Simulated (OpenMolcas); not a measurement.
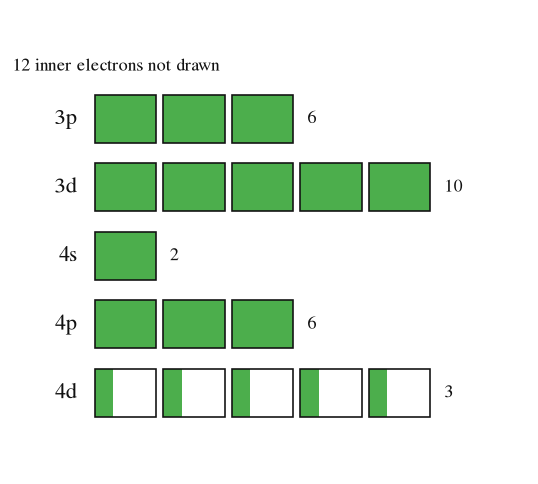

The outer shells of the leading configuration of the lowest level: a box for each of the 2l + 1 orbitals, shaded by the share of the shell that is filled, with the electron count at the right.

**Tc⁴⁺ complex: multiconfigurational calculation (part 1 of 2)**

Tc⁴⁺ with 6 ligands (Cl; octahedron, 2.48 Å), embedded in Cs2NaYCl6 by model potentials and point charges, whose field is part of the energies. Computed at this level: state-averaged CASSCF, active space 3 electrons in the shell 4d, basis ANO-RCC-VTZP on the metal and ANO-RCC-VDZP on the ligands, DKH2 scalar Hamiltonian, spin-orbit coupling by RASSI with atomic mean-field integrals (OpenMolcas).

**Input file**
```
&GATEWAY
Basis set
Tc.ANO-RCC-VTZP.
Tc1 0.0 0.0 0.0 Angstrom
End of basis
Basis set
Cl.ANO-RCC-VDZP.
L1 2.480000 0.000000 0.000000 Angstrom
L2 0.000000 2.480000 0.000000 Angstrom
L3 0.000000 0.000000 2.480000 Angstrom
End of basis
Basis set
Na.EMB-AIMP.Al-Abdalla.7s4p.1s1p.ECP.Cs2NaYCl6.
PseudoCharge
* 3 symmetry-unique lattice sites within 7.6 angstrom
End of basis
Basis set
Cs.EMB-AIMP.Al-Abdalla.0s.0s.ECP.Cs2NaYCl6.
PseudoCharge
* 4 symmetry-unique lattice sites within 7.6 angstrom
End of basis
Basis set
Cl.EMB-AIMP.Al-Abdalla.0s.0s.ECP.Cs2NaYCl6.
PseudoCharge
* 12 symmetry-unique lattice sites within 7.6 angstrom
End of basis
Basis set
Y.EMB-AIMP.Al-Abdalla.0s.0s.ECP.Cs2NaYCl6.
PseudoCharge
* 6 symmetry-unique lattice sites within 7.6 angstrom
End of basis
Symmetry
XYZ
AngMom=0.0 0.0 0.0
AMFI
RICD
XField
1564 Angstrom 0
* Evjen-weighted lattice charges
&SEWARD
&RASSCF
FileOrb=start.orb
Symmetry=1
Spin=4
nActEl=3 0 0
Inactive=36 36
Ras2=5 0
CIRoot=10 10 1
SDav=10
CIMx=300
Iter=150 100
PrWF=0.3
OrbListing=Nothing
MaxOrb=0
LevShft=1.0
>>> COPY $Project.JobIph JOB001
&RASSCF
FileOrb=start.orb
Symmetry=1
Spin=2
nActEl=3 0 0
Inactive=36 36
Ras2=5 0
CIRoot=40 40 1
SDav=40
CIMx=300
Iter=150 100
PrWF=0.3
OrbListing=Nothing
MaxOrb=0
LevShft=1.0
>>> COPY $Project.JobIph JOB002
&RASSI
NrOfJobIphs=2 10 40
1 2 3 4 5 6 7 8 9 10
1 2 3 4 5 6 7 8 9 10 11 12 13 14 15 16 17 18 19 20 21 22 23 24 25 26 27
28 29 30 31 32 33 34 35 36 37 38 39 40
IphNames
JOB001
JOB002
EJob
SpinOrbit
DIPRint=1.0
SOCoupling=1000.0
Subsets=2
Property=9
'ANGMOM' 1 'ANGMOM' 2 'ANGMOM' 3 'MLTPL  1' 1 'MLTPL  1' 2 'MLTPL  1' 3
'AMFI' 1 'AMFI' 2 'AMFI' 3
SOProperty=3
'ANGMOM' 1 'ANGMOM' 2 'ANGMOM' 3
```

The file start.orb holds starting orbitals from an earlier step. A driver script formed the levels outside the program, from RASSI's spin-orbit matrix and the active-space energies, averaged over the components of each term or state.

Hardware: 1 thread of AMD EPYC (Zen 5), 16 GiB of memory available, shared host.

Launched with:
```bash
OMP_NUM_THREADS=1 MOLCAS_MEM=2457 MOLCAS_PROJECT=a pymolcas a.inp > a.log  # once for each step of the input, in one work folder
```

**The program's output (extracts)**
```
--- SEWARD ---
Basis set label: TC.ANO-RCC...7S6P4D2F1G.

      Electronic valence basis set:
      ------------------
      Associated Effective Charge  43.000000 au
      Associated Actual Charge     43.000000 au
      Nuclear Model: Point charge

      Shell  nPrim  nBasis  Cartesian Spherical Contaminant
         s      21       7        X
         p      18       6        X
         d      13       4                 X
         f       6       2                 X
         g       4       1                 X
                  Relativistic Douglas-Kroll-Hess integrals:
                    - DKH order of Hamiltonian: 2
                    - DKH order of Properties : 0
                  Atomic mean-field integrals
--- RASSCF ---
Wave function specifications:
      -----------------------------

      Number of closed shell electrons         144
      Number of electrons in active shells       3
      Max number of holes in RAS1 space          0
      Max nr of electrons in RAS3 space          0
      Number of inactive orbitals               72
      Number of active orbitals                  5
      Number of secondary orbitals             123
      Spin quantum number                      1.5
      State symmetry                             1
Orbital specifications:
      -----------------------

      Symmetry species                           1   2
                                                ag  au
      Frozen orbitals                            0   0
      Inactive orbitals                         36  36
      Active orbitals                            5   0
      RAS1 orbitals                              0   0
      RAS2 orbitals                              5   0
      RAS3 orbitals                              0   0
      Secondary orbitals                        61  62
      Deleted orbitals                           0   0
      Number of basis functions                102  98
      Number of CSFs                            10
      Number of root(s) required                10
      Iter CI   SX   CI       RASSCF       Energy    max ROT     max BLB   max BLB  Level Ln srch  Step   QN
          iter iter root      energy       change     param      element    value   shift minimum  type update
 Nr of preliminary CI iterations:   1
      Total energies have been shifted. Add                -7000.00 au
        1   1   11    0   -47.61909641    0.00E+00  -9.17E-02   14  44 2  2.87E-01*  1.40   0.00    SX    NO
        2   1   11    0   -48.35158416   -7.32E-01* -1.02E-01*  36  39 1  1.88E-01*  1.13   0.00    SX    NO
        3   1   11    0   -48.63591538   -2.84E-01* -7.99E-02   36  39 1  1.36E-01*  0.93   0.00    SX    NO
        4   1   11    0   -48.73373430   -9.78E-02*  4.79E-02   36  39 1  7.88E-02*  0.81   0.00    SX    NO
        5   1   11    0   -48.76740869   -3.37E-02*  4.77E-02   36  39 1  4.66E-02*  0.76   2.27    LS   YES
        6   1   12    0   -48.78279120   -1.54E-02*  2.15E-02   14  54 2  1.76E-02*  0.72   1.28    QN   YES
        7   1   11    0   -48.78931888   -6.53E-03*  9.99E-03   14  42 1 -9.55E-03*  0.72   1.50    LS   YES
        8   1   11    0   -48.79011975   -8.01E-04* -3.74E-03    9  56 2 -1.47E-02*  0.73   1.07    QN   YES
        9   1   10    0   -48.79097285   -8.53E-04* -1.83E-03   14  42 1 -4.54E-03*  0.73   1.50    LS   YES
       10   1   10    0   -48.79107871   -1.06E-04* -1.31E-03    9  63 1 -6.63E-03*  0.73   1.02    QN   YES
       11   1   10    0   -48.79118843   -1.10E-04* -1.75E-03   36  39 1  1.53E-03*  0.73   1.35    QN   YES
       12   1    8    0   -48.79121790   -2.95E-05*  9.05E-04   36  39 1  6.66E-04*  0.73   1.32    QN   YES
       13   1    8    0   -48.79122440   -6.51E-06* -5.73E-04    9  59 2  4.10E-04*  0.73   1.50    QN   YES
       14   1    8    0   -48.79122681   -2.41E-06* -3.45E-04   14  42 1  2.15E-04*  0.73   1.45    QN   YES
       15   1    7    0   -48.79122767   -8.55E-07*  2.06E-04   14  42 1  1.84E-04*  0.73   1.50    QN   YES
       16   1    7    0   -48.79122798   -3.13E-07*  7.56E-05   36  46 2  9.58E-05   0.73   1.41    QN   YES
       17   1    7    0   -48.79122807   -8.56E-08* -2.90E-05   36  46 2  4.38E-05   0.73   1.37    QN   YES
       18   1    6    0   -48.79122809   -1.96E-08* -9.12E-06   23  44 2  1.59E-05   0.73   1.30    QN   YES
       19   1    5    0   -48.79122809   -3.45E-09  -3.83E-06    8  58 2  6.21E-06   0.73   1.24    QN   YES
      Convergence after 19 iterations
       20   1    5    0   -48.79122809   -4.08E-10  -3.83E-06   36  84 2  2.52E-06   0.73   1.24    QN   YES
      Natural orbitals and occupation numbers for root  1
      sym 1:   1.000000   1.000000   1.000000  -0.000000   0.000000
      Natural orbitals and occupation numbers for root  2
      sym 1:   0.000055   1.000000   0.000055   0.999945   0.999945
      Natural orbitals and occupation numbers for root  3
      sym 1:   0.001496   0.001496   0.998504   1.000000   0.998504
::    RASSCF root number  1 Total energy:  -7048.91969664
::    RASSCF root number  2 Total energy:  -7048.82469494
::    RASSCF root number  3 Total energy:  -7048.82469494
::    RASSCF root number  4 Total energy:  -7048.82469494
::    RASSCF root number  5 Total energy:  -7048.79399921
::    RASSCF root number  6 Total energy:  -7048.79399921
::    RASSCF root number  7 Total energy:  -7048.79399921
::    RASSCF root number  8 Total energy:  -7048.71216727
::    RASSCF root number  9 Total energy:  -7048.71216727
::    RASSCF root number 10 Total energy:  -7048.71216727
--- RASSCF ---
Wave function specifications:
      -----------------------------

      Number of closed shell electrons         144
      Number of electrons in active shells       3
      Max number of holes in RAS1 space          0
      Max nr of electrons in RAS3 space          0
      Number of inactive orbitals               72
      Number of active orbitals                  5
      Number of secondary orbitals             123
      Spin quantum number                      0.5
      State symmetry                             1
Orbital specifications:
      -----------------------

      Symmetry species                           1   2
                                                ag  au
      Frozen orbitals                            0   0
      Inactive orbitals                         36  36
      Active orbitals                            5   0
      RAS1 orbitals                              0   0
      RAS2 orbitals                              5   0
      RAS3 orbitals                              0   0
      Secondary orbitals                        61  62
      Deleted orbitals                           0   0
      Number of basis functions                102  98
      Number of CSFs                            40
      Number of root(s) required                40
      Iter CI   SX   CI       RASSCF       Energy    max ROT     max BLB   max BLB  Level Ln srch  Step   QN
          iter iter root      energy       change     param      element    value   shift minimum  type update
 Nr of preliminary CI iterations:   1
      Total energies have been shifted. Add                -7000.00 au
        1   1    9    0   -48.72340140    0.00E+00  -9.50E-03   38  44 1 -8.97E-03*  0.76   0.00    SX    NO
        2   1   10    0   -48.72430095   -9.00E-04*  5.16E-03   31  38 1 -5.71E-03*  0.76   0.00    SX    NO
        3   1    9    0   -48.72464535   -3.44E-04*  3.04E-03   31  38 1 -4.05E-03*  0.76   0.00    SX    NO
        4   1    9    0   -48.72479283   -1.47E-04*  1.97E-03   31  38 1 -2.98E-03*  0.76   0.00    SX    NO
        5   1    9    0   -48.72486039   -6.76E-05*  2.91E-03   31  38 1 -2.19E-03*  0.76   2.50    LS   YES
        6   1    8    0   -48.72491435   -5.40E-05*  1.42E-03   31  38 1 -1.01E-03*  0.76   1.49    LS   YES
        7   1    8    0   -48.72492091   -6.56E-06*  4.22E-04   30  42 1 -6.83E-04*  0.75   1.01    QN   YES
        8   1    8    0   -48.72492499   -4.08E-06*  6.30E-04   30  42 1 -4.29E-04*  0.76   2.50    LS   YES
        9   1    8    0   -48.72492820   -3.21E-06*  5.27E-04   22  56 2 -3.41E-04*  0.76   1.43    QN   YES
       10   1    7    0   -48.72492942   -1.22E-06* -2.22E-04   29  41 1  1.89E-04*  0.76   1.24    QN   YES
       11   1    7    0   -48.72492988   -4.60E-07* -1.70E-04   30  42 1  1.09E-04*  0.76   1.76    LS   YES
       12   1    7    0   -48.72492999   -1.07E-07* -9.09E-05   30  42 1  1.51E-04*  0.76   1.00    QN   YES
       13   1    6    0   -48.72493010   -1.04E-07* -4.69E-05   30  42 1  7.20E-05   0.76   1.41    QN   YES
       14   1    5    0   -48.72493011   -1.75E-08*  1.46E-05   30  42 1  2.62E-05   0.76   1.18    QN   YES
       15   1    5    0   -48.72493012   -2.66E-09  -8.88E-06   30  42 1  9.74E-06   0.76   1.38    QN   YES
      Convergence after 15 iterations
       16   1    5    0   -48.72493012   -7.21E-10  -8.88E-06   34  46 2  2.54E-06   0.76   1.38    QN   YES
      Natural orbitals and occupation numbers for root  1
      sym 1:   1.001201   0.980553   0.003242   0.996579   0.018424
      Natural orbitals and occupation numbers for root  2
      sym 1:   0.984354   1.005002   0.018424   0.988977   0.003242
      Natural orbitals and occupation numbers for root  3
      sym 1:   0.998969   0.988366   0.008107   0.998171   0.006388
::    RASSCF root number  1 Total energy:  -7048.85455463
::    RASSCF root number  2 Total energy:  -7048.85455463
::    RASSCF root number  3 Total energy:  -7048.85144467
::    RASSCF root number  4 Total energy:  -7048.85144467
::    RASSCF root number  5 Total energy:  -7048.85144467
::    RASSCF root number  6 Total energy:  -7048.81967163
::    RASSCF root number  7 Total energy:  -7048.81967163
::    RASSCF root number  8 Total energy:  -7048.81967163
::    RASSCF root number  9 Total energy:  -7048.77430141
::    RASSCF root number 10 Total energy:  -7048.77153250
::    RASSCF root number 11 Total energy:  -7048.77153250
::    RASSCF root number 12 Total energy:  -7048.77153250
::    RASSCF root number 13 Total energy:  -7048.76480168
::    RASSCF root number 14 Total energy:  -7048.76480168
::    RASSCF root number 15 Total energy:  -7048.76480168
::    RASSCF root number 16 Total energy:  -7048.75647074
::    RASSCF root number 17 Total energy:  -7048.75647074
::    RASSCF root number 18 Total energy:  -7048.74872193
::    RASSCF root number 19 Total energy:  -7048.74872193
::    RASSCF root number 20 Total energy:  -7048.74872193
::    RASSCF root number 21 Total energy:  -7048.72510598
::    RASSCF root number 22 Total energy:  -7048.72510598
::    RASSCF root number 23 Total energy:  -7048.72510598
::    RASSCF root number 24 Total energy:  -7048.71714849
::    RASSCF root number 25 Total energy:  -7048.67492967
::    RASSCF root number 26 Total energy:  -7048.67492967
::    RASSCF root number 27 Total energy:  -7048.67492967
::    RASSCF root number 28 Total energy:  -7048.67355121
::    RASSCF root number 29 Total energy:  -7048.67355121
::    RASSCF root number 30 Total energy:  -7048.67158234
```

(Continued in part 2.) Outcome of the run: converged.
